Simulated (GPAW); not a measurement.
Band structure of FeCo (Pm-3m, 2 atoms in the cell).

```
CELL_PARAMETERS angstrom
      2.78679     0.00000     0.00000
      0.00000     2.78679     0.00000
      0.00000     0.00000     2.78679
ATOMIC_POSITIONS crystal
  Fe 0.00000 0.00000 0.00000
  Co 0.50000 0.50000 0.50000
```
Moments meant for the start (each program seeds them in its own way; μB, in the order of the atoms Fe Co): 4.0 3.0.

Computed with PBE, GPAW PAW datasets PBE (gpaw-data 1.0.1) (plane waves; GPAW).

Settings: spinpol = true; mode = pw; ecut = 800 eV; xc = PBE; kpts = 16 16 16; mesh shift (steps) = 0 0 0; occupations.name = methfessel-paxton; occupations.width = 0.05 eV; occupations.order = 0; nbands = -8; symmetry.symmorphic = false; symmetry.tolerance = 0.0005; maxiter = 150; bandpath_npoints = 40.

The starting cell comes from a database of computed structures (which also holds hypothetical and non-ambient phases and stackings), without a prior relaxation at this level. Its lattice was rescaled by a random factor within 2.5 % of one. The magnetic order is the one reached from the typed start; others were not searched systematically.

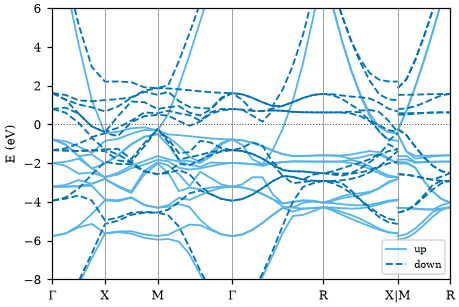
Figure. Bands along the path, energies from the Fermi level.

Levels in eV from the Fermi level, bands 8 to 15 of the first spin channel:
| point | 8 | 9 | 10 | 11 | 12 | 13 | 14 | 15 |
|---|---|---|---|---|---|---|---|---|
| Γ | -1.99 | -0.77 | -0.77 | -0.77 | 9.40 | 9.40 | 9.40 | 15.23 |
| X | -2.72 | -2.02 | -2.01 | -0.85 | -0.45 | 16.63 | 16.63 | 16.78 |
| M | -1.63 | -0.50 | -0.50 | -0.31 | -0.31 | 6.59 | 6.79 | 18.17 |
| R | -1.92 | -1.59 | -1.59 | 7.98 | 7.98 | 7.98 | 8.09 | 8.09 |

Bands cross the Fermi level along this path, so the cell is metallic at this level.

The net moment of the cell came out as 4.43 μB.
